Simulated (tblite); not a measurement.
# Geometry relaxation of C7H9GaOS (part 1 of 3)

The run: geometry relaxation of C7H9GaOS. Method and program: GFN2-xTB geometry optimisation, gas phase (tblite 0.8.0).

It belongs to a series of runs on one base structure; here: H on C replaced by 2-thienyl.

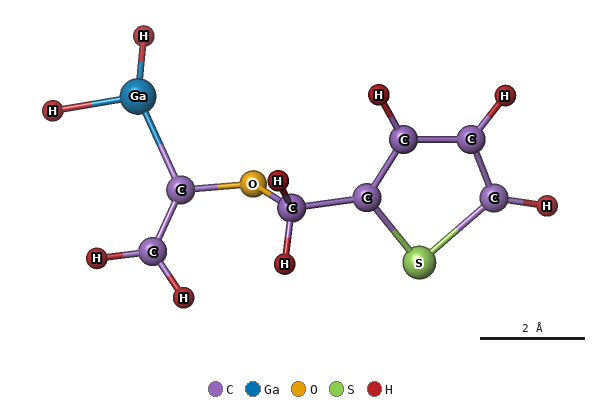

*The input geometry (ball-and-stick view, seen at a tilt). Sticks mark near contacts.*

Bond lengths as drawn: C–C 1.34 to 1.50 Å, C–Ga 2.01 Å, C–H 1.08 to 1.12 Å, C–O 1.41 to 1.42 Å, C–S 1.81 to 1.92 Å and Ga–H 1.44 to 1.68 Å.

Input file:
```
{"job": {"kind": "relax", "xc": "GFN2-xTB", "basis": "xTB"}, "charge": 0, "multiplicity": 1}
C     -2.587900    -1.676800    -0.589500
C     -2.225700    -0.390200    -0.489500
Ga    -3.298400     1.277300    -0.168000
O     -0.861900    -0.042300    -0.590900
C      0.012500    -0.726300     0.301800
C      1.404400    -0.224500     0.032300
C      1.978500     0.837200     0.661500
C      3.246200     1.137300     0.300900
C      3.788600     0.335600    -0.656200
S      2.511500    -0.995500    -1.173600
H     -1.869300    -2.470800    -0.759100
H     -3.630600    -1.989100    -0.515000
H     -4.901700     0.823800    -0.354900
H     -3.398500     2.650600    -0.578600
H      0.030600    -1.805100     0.089800
H     -0.244500    -0.569300     1.376600
H      1.430500     1.416000     1.439400
H      3.805600     1.969500     0.741800
H      4.800200     0.452000    -1.061000
```

The first line tells a small driver script what to run in tblite; the rest is the geometry in Å.

Launch command:
```bash
OMP_NUM_THREADS=1 python <driver script> task.json out
```

Output:
```
step      E/eV     max force
  0    -760.41321    3.815
  1    -760.90475    2.567
  2    -761.20134    1.367
  3    -761.31818    0.868
  4    -761.38762    0.711
  5    -761.46670    0.883
  6    -761.52509    0.642
  7    -761.57210    0.530
  8    -761.59828    0.325
  9    -761.61673    0.322
 10    -761.63537    0.378
 11    -761.65715    0.333
 12    -761.67606    0.309
 13    -761.69072    0.292
 14    -761.70410    0.329
 15    -761.71762    0.317
 16    -761.73036    0.326
 17    -761.74232    0.275
 18    -761.75367    0.236
 19    -761.76476    0.219
 20    -761.77483    0.221
 21    -761.78380    0.229
 22    -761.79194    0.194
 23    -761.79905    0.218
 24    -761.80451    0.177
 25    -761.80923    0.217
 26    -761.81430    0.223
 27    -761.82067    0.248
 28    -761.82752    0.239
 29    -761.83404    0.204
 30    -761.83891    0.159
 31    -761.84335    0.146
 32    -761.84739    0.165
 33    -761.85220    0.181
 34    -761.85660    0.171
 35    -761.86107    0.184
 36    -761.86531    0.133
 37    -761.86982    0.143
 38    -761.87464    0.157
 39    -761.88013    0.209
 40    -761.88537    0.191
 41    -761.89015    0.144
 42    -761.89443    0.163
 43    -761.89908    0.175
 44    -761.90319    0.139
 45    -761.90658    0.152
 46    -761.90920    0.168
 47    -761.91247    0.151
 48    -761.91616    0.142
 49    -761.91974    0.141
 50    -761.92274    0.140
 51    -761.92611    0.132
 52    -761.93049    0.152
 53    -761.93576    0.177
 54    -761.94033    0.157
 55    -761.94359    0.151
 56    -761.94638    0.137
 57    -761.95011    0.162
 58    -761.95514    0.142
 59    -761.95806    0.122
 60    -761.96017    0.119
 61    -761.96262    0.133
 62    -761.96610    0.151
 63    -761.97043    0.139
 64    -761.97463    0.159
 65    -761.97833    0.151
 66    -761.98203    0.172
 67    -761.98642    0.181
 68    -761.99098    0.166
 69    -761.99510    0.165
 70    -761.99919    0.185
 71    -762.00381    0.177
 72    -762.00852    0.145
 73    -762.01150    0.113
 74    -762.01310    0.079
 75    -762.01468    0.077
 76    -762.01581    0.065
 77    -762.01651    0.049
 78    -762.01694    0.038
 79    -762.01728    0.036
 80    -762.01766    0.033
 81    -762.01797    0.040
 82    -762.01826    0.041
 83    -762.01858    0.038
 84    -762.01891    0.034
 85    -762.01916    0.032
 86    -762.01936    0.031
 87    -762.01960    0.043
 88    -762.01993    0.049
 89    -762.02029    0.041
 90    -762.02059    0.035
 91    -762.02081    0.036
 92    -762.02102    0.033
 93    -762.02124    0.031
 94    -762.02143    0.029
 95    -762.02158    0.032
 96    -762.02171    0.026
 97    -762.02184    0.023
 98    -762.02196    0.021
 99    -762.02205    0.022
100    -762.02211    0.024
101    -762.02216    0.020
102    -762.02221    0.016
103    -762.02228    0.021
104    -762.02234    0.024
105    -762.02241    0.021
106    -762.02249    0.021
107    -762.02258    0.022
108    -762.02267    0.023
109    -762.02276    0.020
110    -762.02282    0.016
111    -762.02289    0.017
112    -762.02297    0.027
113    -762.02306    0.026
114    -762.02316    0.022
115    -762.02325    0.022
116    -762.02334    0.024
117    -762.02342    0.025
118    -762.02352    0.022
119    -762.02361    0.019
120    -762.02369    0.019
121    -762.02376    0.021
122    -762.02384    0.026
123    -762.02398    0.030
124    -762.02418    0.034
125    -762.02442    0.034
126    -762.02465    0.038
127    -762.02487    0.038
128    -762.02509    0.036
129    -762.02536    0.036
130    -762.02566    0.040
131    -762.02593    0.039
132    -762.02616    0.035
133    -762.02635    0.035
134    -762.02650    0.031
135    -762.02662    0.022
136    -762.02669    0.022
137    -762.02675    0.020
138    -762.02684    0.024
139    -762.02695    0.026
140    -762.02704    0.021
141    -762.02710    0.012
142    -762.02713    0.009
```

Trajectory as extended XYZ (Å, eV, eV/Å), 25 of the 143 frames kept, from step=0 to step=142:
```
19
Properties=species:S:1:pos:R:3:forces:R:3 step=0 energy=-760.41321
C    -2.5879   -1.6768   -0.5895   -0.3820   0.4890   0.1690
C    -2.2257   -0.3902   -0.4895    0.9320  -0.9420   0.0410
Ga   -3.2984    1.2773   -0.1680   -1.2180  -2.2780  -0.3920
O    -0.8619   -0.0423   -0.5909   -0.5400   0.2110   0.6320
C     0.0125   -0.7263    0.3018    0.8620  -0.3030  -0.5040
C     1.4044   -0.2245    0.0323    0.4330  -0.3790  -0.3790
C     1.9785    0.8372    0.6615   -3.0940  -0.2180   1.3510
C     3.2462    1.1373    0.3009    2.9830   0.4590  -1.1300
C     3.7886    0.3356   -0.6562   -1.1010  -1.0800  -0.3870
S     2.5115   -0.9955   -1.1736    1.1240   3.0400   2.0130
H    -1.8693   -2.4708   -0.7591   -0.1030   0.1190  -0.0090
H    -3.6306   -1.9891   -0.5150    0.3110   0.3150  -0.0240
H    -4.9017    0.8238   -0.3549    0.2480  -0.1130   0.3810
H    -3.3985    2.6506   -0.5786    0.5980   2.1360  -0.2930
H     0.0306   -1.8051    0.0898   -0.2910   0.0120   0.1010
H    -0.2445   -0.5693    1.3766   -0.0670   0.0710  -0.5830
H     1.4305    1.4160    1.4394    0.3970  -0.5770  -0.7140
H     3.8056    1.9695    0.7418   -0.1830  -0.4130  -0.2640
H     4.8002    0.4520   -1.0610   -0.9090  -0.5470  -0.0080
19
Properties=species:S:1:pos:R:3:forces:R:3 step=6 energy=-761.52509
C    -2.5801   -1.6863   -0.5736    0.0960   0.4270   0.0520
C    -2.1704   -0.4181   -0.4653   -0.1360  -0.1950  -0.1080
Ga   -3.4420    1.1655   -0.3124    0.2390   0.1850  -0.3700
O    -0.8587   -0.0025   -0.5220   -0.1830   0.0090  -0.1020
C     0.0704   -0.7562    0.2582    0.0020   0.0520   0.0120
C     1.4409   -0.2100    0.0493   -0.0980  -0.2740  -0.1700
C     1.9594    0.8642    0.6988   -0.3930  -0.1100   0.1270
C     3.2637    1.1699    0.3120    0.3450  -0.0570  -0.2200
C     3.7406    0.3350   -0.6373   -0.1080  -0.3320  -0.2570
S     2.5825   -0.8558   -1.0934   -0.1660   0.0980   0.1890
H    -1.8874   -2.4947   -0.7556   -0.0980  -0.1340   0.1190
H    -3.6347   -1.9343   -0.5184    0.1370   0.1530  -0.0430
H    -4.9468    0.7747   -0.2930   -0.4330  -0.1620   0.0910
H    -3.2758    2.7646   -0.5541    0.2490  -0.3750   0.1650
H    -0.0010   -1.8370    0.0701    0.1430   0.2230  -0.2130
H    -0.2207   -0.5737    1.2982    0.1060  -0.1640   0.3330
H     1.4137    1.4081    1.4384   -0.1350   0.1510   0.2000
H     3.8383    1.9611    0.7167    0.2980   0.5030   0.2650
H     4.6983    0.3347   -1.1089    0.1340   0.0020  -0.0680
19
Properties=species:S:1:pos:R:3:forces:R:3 step=12 energy=-761.67606
C    -2.5712   -1.6685   -0.5679   -0.0860  -0.0610  -0.0020
C    -2.1714   -0.4044   -0.5093    0.0840  -0.0140  -0.0840
Ga   -3.4798    1.1318   -0.4621   -0.1710  -0.0600   0.1420
O    -0.8735    0.0342   -0.4957   -0.0050   0.2050   0.2310
C     0.0587   -0.7335    0.2694    0.1730  -0.0330  -0.0280
C     1.4258   -0.1825    0.0716    0.1360   0.0480  -0.0610
C     1.9711    0.8844    0.7164   -0.1910   0.0050   0.0460
C     3.2884    1.1787    0.3083   -0.0190   0.0440   0.0340
C     3.7306    0.3223   -0.6499   -0.0010   0.1230   0.1380
S     2.5470   -0.8466   -1.0639   -0.0610  -0.1530  -0.1440
H    -1.9300   -2.5254   -0.6864    0.1020  -0.0900   0.1940
H    -3.6293   -1.8656   -0.5392   -0.2230  -0.0030  -0.1050
H    -5.0375    0.7280   -0.2558    0.2060   0.0750  -0.1040
H    -3.1345    2.6813   -0.4918    0.0690  -0.0940  -0.0020
H     0.0312   -1.7880   -0.0214   -0.0180   0.0100  -0.0420
H    -0.1851   -0.6472    1.3441   -0.1730  -0.0650  -0.1710
H     1.4045    1.4203    1.4560    0.1420   0.1500   0.0650
H     3.8612    1.9925    0.7222    0.0180  -0.0990  -0.0930
H     4.6841    0.2974   -1.1370    0.0200   0.0120  -0.0130
19
Properties=species:S:1:pos:R:3:forces:R:3 step=18 energy=-761.75367
C    -2.5838   -1.6726   -0.5612    0.0130  -0.0780   0.0810
C    -2.1690   -0.4094   -0.5660   -0.0530   0.0190   0.1540
Ga   -3.4958    1.0848   -0.4822    0.0650  -0.0190   0.0290
O    -0.9141    0.1018   -0.3998   -0.0320  -0.1110  -0.0940
C     0.0590   -0.7204    0.2606   -0.0860  -0.0270  -0.0070
C     1.4214   -0.1576    0.0769   -0.0830   0.1550   0.1160
C     1.9641    0.9098    0.7257    0.1690   0.0590  -0.0060
C     3.2874    1.1807    0.3049    0.0070   0.0160   0.0010
C     3.7216    0.3144   -0.6483    0.0440   0.2090   0.1000
S     2.5294   -0.8432   -1.0683   -0.1070   0.0540   0.0810
H    -1.9551   -2.5514   -0.5343   -0.0640  -0.0040   0.1270
H    -3.6585   -1.8242   -0.6181    0.1240  -0.0860  -0.1660
H    -5.0313    0.7320   -0.2854    0.0010   0.0230  -0.0740
H    -3.0298    2.5737   -0.4552    0.0330   0.1720   0.0190
H     0.0459   -1.7442   -0.1186   -0.1240  -0.0290  -0.1310
H    -0.2150   -0.7344    1.3269    0.1010  -0.0730   0.0150
H     1.4528    1.4822    1.4873    0.0430  -0.1420  -0.1830
H     3.8853    1.9868    0.6999   -0.0440  -0.0980  -0.0490
H     4.6757    0.3005   -1.1369   -0.0090  -0.0400  -0.0130
19
Properties=species:S:1:pos:R:3:forces:R:3 step=24 energy=-761.80451
C    -2.5920   -1.6982   -0.5188    0.0110  -0.0040   0.0030
C    -2.1865   -0.4316   -0.5467   -0.0460   0.0010  -0.0450
Ga   -3.4789    1.0862   -0.4768    0.1290   0.0530  -0.0930
O    -0.9526    0.1128   -0.3454   -0.1140   0.0210   0.1340
C     0.0458   -0.7217    0.2465   -0.0160   0.0100   0.0100
C     1.3997   -0.1189    0.0882    0.0370  -0.0690  -0.0320
C     1.9744    0.9347    0.7314    0.0000   0.0450  -0.0100
C     3.2972    1.1959    0.3055   -0.0290  -0.0550  -0.0420
C     3.7167    0.3309   -0.6511   -0.0430  -0.0770  -0.0340
S     2.4982   -0.8142   -1.0555    0.1340   0.0210  -0.0970
H    -1.9869   -2.5809   -0.3657   -0.0130   0.0470  -0.0060
H    -3.6418   -1.8521   -0.7473    0.0500  -0.1150   0.0860
H    -5.0193    0.7519   -0.3480   -0.0530   0.0590  -0.0390
H    -2.9527    2.5636   -0.4215   -0.0150   0.0550   0.0340
H     0.0122   -1.7073   -0.2317    0.1260   0.0340   0.0030
H    -0.2063   -0.8329    1.3119    0.0570  -0.0560   0.0200
H     1.4793    1.5146    1.4859   -0.0980   0.0260   0.0560
H     3.9141    1.9881    0.6904   -0.0550   0.0070   0.0440
H     4.6694    0.2884   -1.1434   -0.0610  -0.0050   0.0090
19
Properties=species:S:1:pos:R:3:forces:R:3 step=30 energy=-761.83891
C    -2.5998   -1.7272   -0.4887    0.0490  -0.0210  -0.0470
C    -2.2171   -0.4549   -0.5362    0.0300   0.0080   0.1010
Ga   -3.4323    1.1270   -0.5124   -0.1090   0.0130  -0.0400
O    -1.0112    0.1200   -0.2366    0.0650  -0.0710   0.0350
C     0.0436   -0.7227    0.2452   -0.0110  -0.0680  -0.0100
C     1.3914   -0.1050    0.0765   -0.0940   0.0000  -0.1020
C     1.9624    0.9482    0.7223   -0.0680  -0.0630  -0.0100
C     3.2863    1.1978    0.3013    0.0080   0.0120  -0.0030
C     3.7078    0.3362   -0.6565   -0.0470  -0.0420  -0.0410
S     2.4896   -0.7948   -1.0803   -0.0780   0.0060   0.0480
H    -1.9892   -2.5843   -0.2499    0.1160   0.0190  -0.0030
H    -3.6142   -1.9518   -0.7921   -0.0220   0.0590   0.0690
H    -5.0042    0.8204   -0.4286    0.0910   0.1220  -0.0460
H    -2.9161    2.6129   -0.3823    0.0210  -0.0910  -0.0070
H     0.0387   -1.6662   -0.3105   -0.0910  -0.0240  -0.0100
H    -0.1571   -0.9315    1.3070    0.0540  -0.0250  -0.0100
H     1.4574    1.5216    1.4775   -0.0230   0.0130   0.0150
H     3.8976    1.9812    0.7025    0.0710   0.1030   0.0500
H     4.6564    0.2822   -1.1505    0.0380   0.0490   0.0100
19
Properties=species:S:1:pos:R:3:forces:R:3 step=36 energy=-761.86531
C    -2.5789   -1.7494   -0.4786   -0.0370   0.0000   0.1210
C    -2.2404   -0.4654   -0.4752    0.0580   0.0040   0.0210
Ga   -3.4116    1.1517   -0.5509    0.0220  -0.0520   0.0850
O    -1.0384    0.1034   -0.1484    0.0610   0.0210   0.0060
C     0.0397   -0.7524    0.2407    0.0340   0.0520   0.0010
C     1.3660   -0.0935    0.0409    0.0270  -0.0780   0.0880
C     1.9368    0.9491    0.7086   -0.0710  -0.0260  -0.0090
C     3.2677    1.2025    0.3007   -0.0720   0.0300   0.0180
C     3.6881    0.3435   -0.6627    0.0480   0.1050   0.0520
S     2.4749   -0.7830   -1.1036   -0.0790   0.0320   0.0180
H    -1.9314   -2.5692   -0.2033   -0.0200  -0.0230  -0.0880
H    -3.5899   -2.0009   -0.7680    0.0330  -0.0140   0.0110
H    -4.9768    0.9372   -0.5137   -0.1050   0.0380  -0.0730
H    -2.8873    2.6165   -0.3660    0.1220  -0.0140  -0.0390
H     0.0140   -1.6711   -0.3595   -0.0220   0.0780   0.0340
H    -0.0919   -1.0117    1.3044   -0.0120  -0.0220  -0.0830
H     1.4243    1.5171    1.4685    0.0370  -0.0630  -0.0820
H     3.8819    1.9847    0.7174   -0.0660  -0.0780  -0.0550
H     4.6435    0.3002   -1.1440    0.0420   0.0090  -0.0270
19
Properties=species:S:1:pos:R:3:forces:R:3 step=41 energy=-761.89015
C    -2.5631   -1.7625   -0.4203    0.0560  -0.0020  -0.0660
C    -2.2407   -0.4741   -0.4028   -0.0960   0.0110   0.0450
Ga   -3.3979    1.1490   -0.5450   -0.0600   0.0650   0.0730
O    -1.0448    0.1042   -0.0710   -0.0850  -0.0340   0.0150
C     0.0384   -0.7688    0.2386   -0.0270  -0.0380  -0.0140
C     1.3544   -0.1086    0.0357    0.0230   0.0560  -0.0210
C     1.9017    0.9463    0.6959    0.1360   0.0050   0.0480
C     3.2304    1.2110    0.2950    0.0720   0.0100  -0.0300
C     3.6717    0.3663   -0.6694   -0.0460  -0.0340  -0.0580
S     2.4577   -0.7608   -1.1283    0.1110  -0.0560  -0.0230
H    -1.8864   -2.5728   -0.1892   -0.0810  -0.0460  -0.0080
H    -3.5587   -2.0334   -0.7421    0.0210   0.0010   0.0770
H    -4.9903    1.0647   -0.6290    0.0760  -0.0170  -0.0500
H    -2.7878    2.5842   -0.3701    0.1050  -0.0190  -0.0210
H    -0.0259   -1.6480   -0.4084    0.0810  -0.0480  -0.0820
H    -0.0475   -1.1049    1.2827   -0.1000   0.0440   0.0380
H     1.3935    1.5095    1.4555   -0.0760  -0.0130   0.0310
H     3.8490    1.9790    0.7191   -0.0290   0.0970   0.0430
H     4.6363    0.3289   -1.1391   -0.0800   0.0160   0.0040
19
Properties=species:S:1:pos:R:3:forces:R:3 step=47 energy=-761.91247
C    -2.5514   -1.7799   -0.3966   -0.0600  -0.0230   0.0460
C    -2.2702   -0.4848   -0.3207    0.0730  -0.0570   0.0020
Ga   -3.3913    1.1654   -0.5008    0.0940   0.0140  -0.0520
O    -1.0660    0.0929   -0.0112   -0.0080   0.0290  -0.0620
C     0.0359   -0.7841    0.2265   -0.0890  -0.0160   0.0100
C     1.3514   -0.1123    0.0287   -0.0940  -0.0620  -0.0030
C     1.8940    0.9392    0.6984   -0.0730  -0.0310  -0.0210
C     3.2150    1.2242    0.2934   -0.0110   0.0060  -0.0160
C     3.6551    0.3913   -0.6809    0.0090  -0.0630  -0.0080
S     2.4621   -0.7575   -1.1370    0.0090   0.0380   0.0540
H    -1.8730   -2.5922   -0.1829    0.0200   0.0110  -0.0390
H    -3.5451   -2.0641   -0.6965   -0.1470  -0.0270   0.0230
H    -4.9661    1.1610   -0.7444    0.0620  -0.0070   0.0160
H    -2.6655    2.5516   -0.3835    0.0410  -0.0120   0.0240
H    -0.0311   -1.6337   -0.4643    0.0390   0.0390   0.0020
H    -0.0520   -1.1617    1.2581    0.0540  -0.0110  -0.0260
H     1.3592    1.4901    1.4477   -0.0110   0.0320   0.0820
H     3.8122    2.0040    0.7227    0.0580   0.1030   0.0220
H     4.6171    0.3599   -1.1489    0.0340   0.0350  -0.0540
19
Properties=species:S:1:pos:R:3:forces:R:3 step=53 energy=-761.93576
C    -2.5879   -1.8105   -0.3527    0.0030   0.0040  -0.0330
C    -2.3024   -0.5189   -0.2568   -0.0630   0.0540  -0.0470
Ga   -3.3249    1.1794   -0.4989    0.0020  -0.0010  -0.0280
O    -1.0888    0.0679   -0.0010    0.0750  -0.0650  -0.0170
C     0.0209   -0.8023    0.2102    0.1640   0.0450  -0.0490
C     1.3338   -0.1150    0.0322    0.1020   0.0240   0.0120
C     1.8702    0.9390    0.7060   -0.0280   0.0290   0.0090
C     3.1890    1.2508    0.2916   -0.0600  -0.0010   0.0750
C     3.6449    0.4112   -0.6740   -0.0330   0.1630   0.0170
S     2.4686   -0.7549   -1.1196   -0.1160   0.0100   0.0110
H    -1.8697   -2.6066   -0.2258   -0.0880  -0.0810   0.0410
H    -3.6015   -2.0922   -0.5975    0.0490  -0.0220   0.0500
H    -4.8840    1.2473   -0.8383    0.0770   0.0370   0.0250
H    -2.5002    2.5033   -0.3798    0.0170   0.0190   0.0210
H    -0.0210   -1.6175   -0.5205   -0.0520  -0.0670   0.0350
H    -0.0464   -1.2165    1.2282   -0.0470  -0.0370  -0.0330
H     1.3304    1.4706    1.4734    0.0850  -0.0030  -0.0860
H     3.7693    2.0571    0.7136   -0.0690  -0.1100  -0.0760
H     4.5899    0.4169   -1.1824   -0.0180   0.0030   0.0710
19
Properties=species:S:1:pos:R:3:forces:R:3 step=59 energy=-761.95806
C    -2.6190   -1.8487   -0.3033    0.0090  -0.0360   0.0380
C    -2.3343   -0.5567   -0.2015    0.0310  -0.0370  -0.0420
Ga   -3.2277    1.2035   -0.5072    0.0680  -0.0160   0.0100
O    -1.1041    0.0226    0.0278   -0.0200  -0.0100  -0.0510
C     0.0179   -0.8387    0.1802   -0.0020  -0.0640   0.0130
C     1.3142   -0.1159    0.0365   -0.0010   0.0020  -0.0020
C     1.8286    0.9481    0.7113    0.0340  -0.0160   0.0320
C     3.1392    1.2789    0.2968   -0.0160   0.0640  -0.0850
C     3.6013    0.4693   -0.6869    0.0260  -0.0410   0.0140
S     2.4494   -0.7256   -1.1244    0.0320   0.0320  -0.0730
H    -1.9073   -2.6544   -0.1905    0.0090   0.0180   0.0580
H    -3.6357   -2.1540   -0.4985    0.0060   0.0940  -0.0110
H    -4.7363    1.3961   -0.9607   -0.0220   0.0340   0.0110
H    -2.3100    2.4588   -0.3530    0.0110   0.0090   0.0220
H    -0.0317   -1.6146   -0.5934    0.0340  -0.0340  -0.0160
H    -0.0377   -1.3287    1.1645   -0.0380   0.0270   0.0420
H     1.3144    1.4829    1.4880   -0.1180  -0.0280  -0.0130
H     3.7134    2.0949    0.6964   -0.0360   0.0150   0.0700
H     4.5555    0.4915   -1.1742   -0.0080  -0.0120  -0.0160
```
